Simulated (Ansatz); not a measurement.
# Al₂Cl₂F₂H₂: trial inputs and their diagnosis

4 inputs were typed for Al₂Cl₂F₂H₂. Each is run as it stands; the log then has to tell whether the result can be used.

Computed with Ansatz 0.2.0, Gaussian basis. Level: the settings change from run to run.

## (1) The geometry

The structure was relaxed beforehand with PBE0-D4 in a triple-zeta def2 set.

SMILES `[F][Al@H-]1[Cl+][Al@H-]([F])[Cl+]1`, 8 atoms, charge 0, spin multiplicity 1.

Atoms are counted from 1 here; the program's logs count them from 0.

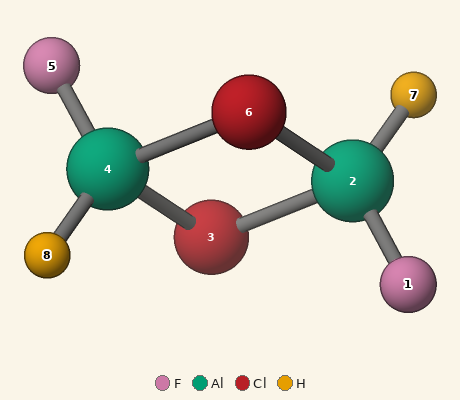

The geometry (fluorine pink, aluminium teal, chlorine red, hydrogen amber); atoms are numbered from 1 in the order of the file.

## (2) Input 1

in.yaml

```yaml
crystal:
  periodic: [false, false, false]
  atoms:
    - {symbol: F, position_ang: [3.491330, -4.162193, 2.513551]}
    - {symbol: Al, position_ang: [3.263124, -0.963544, 0.839516]}
    - {symbol: Cl, position_ang: [0.337047, -1.628991, -3.176763]}
    - {symbol: Al, position_ang: [-3.262685, 0.962994, -0.840316]}
    - {symbol: F, position_ang: [-3.507798, 4.161330, -2.512462]}
    - {symbol: Cl, position_ang: [-0.331037, 1.641506, 3.169865]}
    - {symbol: H, position_ang: [5.993575, 0.988369, 0.121605]}
    - {symbol: H, position_ang: [-5.983578, -0.999470, -0.114997]}
basis:
  gaussian: {orbitals: def2-TZVPD}
hamiltonian: {xc: {name: RPBE}}
```

On the command line:

```console
$ ansatz run in.yaml --threads 4 --pin off --events-out ev --progress --plain --max-ram 10444MiB
```

Output:

```text
Functional definition: RPBE
  name "RPBE"
  cite "Hammer, Hansen & Nørskov, Phys. Rev. B 59, 7413 (1999) doi:10.1103/PhysRevB.59.7413"
  cite "Perdew, Burke & Ernzerhof, Phys. Rev. Lett. 77, 3865 (1996) doi:10.1103/PhysRevLett.77.3865"
  parameter kappa = 0.804
  parameter beta = 0.06672455060314922
  exchange = rpbe_x(kappa = kappa, mu = beta*pi^2/3)
  correlation = pbe_c(beta = beta)
1584 factors; their error is unknown
mean field evaluation 1: about -43660.0109 eV, gradient 8.8e1 eV
mean field evaluation 2: about -42466.7173 eV, gradient 3.0e2 eV
mean field evaluation 4: about -43084.2264 eV, gradient 3.1e2 eV
mean field evaluation 8: about -43690.1438 eV, gradient 2.2e0 eV
mean field evaluation 16: about -43690.3115 eV, gradient 9.4e-1 eV
mean field evaluation 32: about -43690.3418 eV, gradient 5.8e-2 eV
mean field evaluation 64: about -43651.4060 eV, gradient 9.2e1 eV
mean field evaluation 96: about -43690.3464 eV, gradient 1.6e-2 eV
mean field evaluation 128: about -43690.3411 eV, gradient 1.6e-1 eV
mean field evaluation 160: about -43690.3423 eV, gradient 2.5e-1 eV
mean field evaluation 192: about -43689.7657 eV, gradient 1.1e1 eV
mean field evaluation 224: about -43690.3235 eV, gradient 1.6e0 eV
mean field evaluation 256: about -43689.4438 eV, gradient 1.8e1 eV
mean field evaluation 288: about -43690.3387 eV, gradient 2.3e-2 eV
mean field evaluation 320: about -43690.3467 eV, gradient 1.2e-3 eV
Error: SIGTERM received: run cancelled behind 349 evaluations of the mean field
```

It took 91 s on 4 threads of Arm Neoverse V2, shared host.

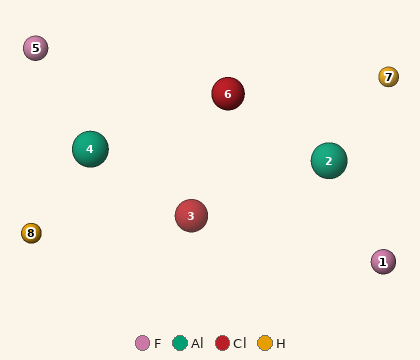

The geometry of this input.

What is wrong: The run hit its time limit. The geometry is stretched to more than twice its size. The shortest distance is 3.43 Å (Al4–H8), against 1.56 Å in the relaxed molecule. Fix: use the relaxed coordinates.

## (3) Input 2

in.yaml

```yaml
crystal:
  periodic: [false, false, false]
  atoms:
    - {symbol: F, position_ang: [2.998936, -3.575186, 2.159056]}
    - {symbol: Al, position_ang: [2.802915, -0.827652, 0.721116]}
    - {symbol: Cl, position_ang: [0.289512, -1.399249, -2.728734]}
    - {symbol: Al, position_ang: [-2.802538, 0.827180, -0.721803]}
    - {symbol: F, position_ang: [-3.013082, 3.574444, -2.158121]}
    - {symbol: Cl, position_ang: [-0.284349, 1.409999, 2.722809]}
    - {symbol: H, position_ang: [5.148282, 0.848976, 0.104455]}
    - {symbol: H, position_ang: [-5.139695, -0.858512, -0.098778]}
basis:
  gaussian: {orbitals: x2c-TZVPPall, final_grid: {core_spheres: 8, valence_spheres: 7, degree: 23}, nuclear_model: gaussian}
hamiltonian: {xc: {name: r2SCAN0}, dispersion: d3bj}
accuracy: high
output: {forces: true}
```

Same command.

Output:

```text
Warning: the engine holds no damping parameters fitted to this dispersion correction and functional, so the run takes those fitted to r2scan0 beside the three-body term, which d3bj leaves out (hamiltonian.dispersion, under Limitations)
Functional definition: r2SCAN0
  name "r2SCAN0"
  cite "Bursch, Neugebauer, Ehlert & Grimme, J. Chem. Phys. 156, 134105 (2022) doi:10.1063/5.0086040"
  cite "Furness, Kaplan, Ning, Perdew & Sun, J. Phys. Chem. Lett. 11, 8208 (2020) doi:10.1021/acs.jpclett.0c02405"
  cite "Furness, Kaplan, Ning, Perdew & Sun, J. Phys. Chem. Lett. 11, 9248 (2020) doi:10.1021/acs.jpclett.0c03077"
  parent r2scan
  parameter a = 0.25
  parameter k0 = 0.174
  parameter k1 = 0.065
  parameter a1 = 4.9479
  exchange = (1 - a)*r2scan_x(k0 = k0, k1 = k1, a1 = a1) + a*exact_x
  correlation = r2scan_c
3548 factors; integrals over basis functions are off by at most 2.1e-7 eV
mean field evaluation 1: about -43768.9827 eV, gradient 7.9e1 eV
mean field evaluation 2: about -43054.1222 eV, gradient 2.6e2 eV
mean field evaluation 4: about -43776.2666 eV, gradient 4.8e1 eV
mean field evaluation 8: about -43776.2795 eV, gradient 4.9e1 eV
mean field evaluation 16: about -43790.5980 eV, gradient 5.5e-4 eV
mean field evaluation 32: about -43783.9412 eV, gradient 3.0e1 eV
mean field evaluation 64: about -43790.5978 eV, gradient 4.9e-2 eV
mean field evaluation 96: about -43790.4185 eV, gradient 2.0e0 eV
mean field evaluation 128: about -43789.9297 eV, gradient 4.9e0 eV
mean field evaluation 160: about -43789.4026 eV, gradient 1.6e1 eV
mean field evaluation 192: about -43790.5774 eV, gradient 1.6e0 eV
mean field -43790.59796950 eV, -1609.2747930458 hartree, gradient 2.1e-8 eV, S^2 0.000000; 10 other end points of the search recorded, 0 dependent functions left out
the calculation of the forces begins
reference -43790.59797064 eV, -1609.2747930876 hartree; 40, 40 occupied and 218, 218 virtual orbitals, 3548 factors
Total energy: -43790.67334953 eV, -1609.2775632108 hartree
Relativity: scalar
Atom 0 at     2.998936    -3.575186     2.159056 Å, force    -0.110154     1.549859    -0.811505 eV/Å
Atom 1 at     2.802915    -0.827652     0.721116 Å, force     0.454167    -0.748309     0.439915 eV/Å
Atom 2 at     0.289512    -1.399249    -2.728734 Å, force    -0.071542     0.330821     0.642402 eV/Å
Atom 3 at    -2.802538     0.827180    -0.721803 Å, force    -0.458173     0.747535    -0.437764 eV/Å
Atom 4 at    -3.013082     3.574444    -2.158121 Å, force     0.118162    -1.549889     0.810512 eV/Å
Atom 5 at    -0.284349     1.409999     2.722809 Å, force     0.070680    -0.333546    -0.641018 eV/Å
Atom 6 at     5.148282     0.848976     0.104455 Å, force    -0.923966    -0.642673     0.233297 eV/Å
Atom 7 at    -5.139695    -0.858512    -0.098778 Å, force     0.920825     0.646202    -0.235839 eV/Å
Dipole moment:     0.004115    -0.003631     0.001131 e Å
```

It took 53 s on 4 threads of Arm Neoverse V2, shared host; peak memory 1.2 GiB.

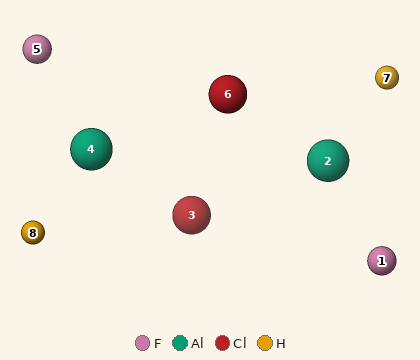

The geometry of this input.

Diagnosis: The run converged, but a converged run isn't a right one. The coordinates are in bohr but typed as ångström. The shortest distance is 2.95 Å (Al4–H8), against 1.56 Å in the relaxed molecule. Its energy is no property of the relaxed molecule. To mend it, take the coordinates from the file in ångström.

## (4) Input 3

in.yaml

```yaml
crystal:
  periodic: [false, false, false]
  atoms:
    - {symbol: F, position_ang: [1.586968, -1.891906, 1.142523]}
    - {symbol: Al, position_ang: [1.483238, -0.437974, 0.381598]}
    - {symbol: Cl, position_ang: [0.153203, -0.740450, -1.443983]}
    - {symbol: Al, position_ang: [-1.483038, 0.437724, -0.381962]}
    - {symbol: F, position_ang: [-1.594454, 1.891514, -1.142028]}
    - {symbol: Cl, position_ang: [-0.150471, 0.746139, 1.440848]}
    - {symbol: D, position_ang: [2.724352, 0.449259, 0.055275]}
    - {symbol: H, position_ang: [-2.719808, -0.454305, -0.052271]}
basis:
  gaussian: {orbitals: "6-31++G**"}
hamiltonian: {xc: {name: wB97X-V}}
output: {forces: true}
```

Same command.

Output:

```text
Error: YAML parse error: error: line 10 column 16: `D` is not an element symbol (H … Og, case-exact)
  --> <input>:10:16
   |
 8 |     - {symbol: F, position_ang: [-1.594454, 1.891514, -1.142028]}
 9 |     - {symbol: Cl, position_ang: [-0.150471, 0.746139, 1.440848]}
10 |     - {symbol: D, position_ang: [2.724352, 0.449259, 0.055275]}
   |                ^ `D` is not an element symbol (H … Og, case-exact)
11 |     - {symbol: H, position_ang: [-2.719808, -0.454305, -0.052271]}
12 | basis:
   |
```

Wall time 0.05 s (4 threads of Arm Neoverse V2, shared host).

Diagnosis: Refused before any calculation. An element symbol is wrong. Fix: correct the symbol.

## (5) Input 4

in.yaml

```yaml
crystal:
  periodic: [false, false, false]
  atoms:
    - {symbol: F, position_ang: [1.586968, -1.891906, 1.142523]}
    - {symbol: Al, position_ang: [1.483238, -0.437974, 0.381598]}
    - {symbol: Cl, position_ang: [0.153203, -0.740450, -1.443983]}
    - {symbol: Al, position_ang: [-1.483038, 0.437724, -0.381962]}
    - {symbol: F, position_ang: [-1.594454, 1.891514, -1.142028]}
    - {symbol: Cl, position_ang: [-0.150471, 0.746139, 1.440848]}
    - {symbol: H, position_ang: [2.724352, 0.449259, 0.055275]}
    - {symbol: H, position_ang: [-2.719808, -0.454305, -0.052271]}
basis:
  gaussian: {orbitals: "6-31G*"}
hamiltonian: {xc: {name: r2SCAN}}
correlation: {method: rpa}
md: {timestep: 0.5 fs, n_steps: 50, ensemble: nvt_langevin, temperature: 700, initial_velocities: maxwell_boltzmann, friction: 0.01, seed: 64}
```

The command is unchanged.

Output:

```text
Error: forces are implemented only for Hartree–Fock and Kohn–Sham states of molecules, for MP2, coupled cluster and FCI on these and for active spaces without a correction or with SC-NEVPT2: ask for no forces
```

It took 0.05 s on 4 threads of Arm Neoverse V2, shared host.

Diagnosis: Refused before any calculation. The last message tells what the program can't do with this input.

## (6) Summary

```csv
input,level,ended,cause,time
1,RPBE/def2-TZVPD,timeout,the geometry is stretched to more than twice its size,91 s
2,r2SCAN0/x2c-TZVPPall,converged,the coordinates are in bohr but typed as ångström,53 s
3,wB97X-V/6-31++G**,refused,an element symbol is wrong,0.05 s
4,RPA/6-31G*,refused,see the message,0.05 s
```

1 timeout, 1 converged, 2 refused. A refusal costs next to no computing time. The dangerous case is the input that converges on a wrong geometry, charge, spin, basis or grid: often only a look at the input shows it.
